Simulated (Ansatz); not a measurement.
**SiC, pressure series**

Base system: SiC in the zinc blende structure (space group F-43m, No. 216; a = 4.380 Å).

Cell and atoms are relaxed at each pressure.

Level of theory: Kohn–Sham DFT with the PBE functional, run in Ansatz (an electronic-structure program) with PAW and 420 eV plane waves, no spin-orbit coupling.

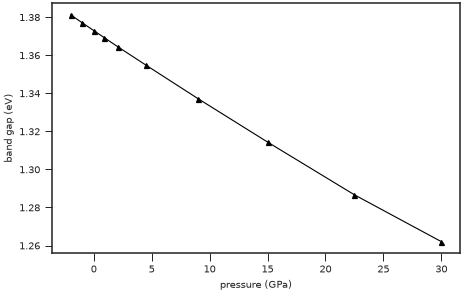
Figure: Band gap against pressure

```
pressure (GPa)  band gap
--------------  --------
-2               1.38 eV
-1               1.38 eV
0.9              1.37 eV
2.1              1.36 eV
4.5              1.35 eV
9                1.34 eV
15               1.31 eV
22.5             1.29 eV
30               1.26 eV
```

Load acts through the strain it causes; cell and atoms are relaxed under it. Stability against distortions was not tested. Competing high-pressure phases were not computed.
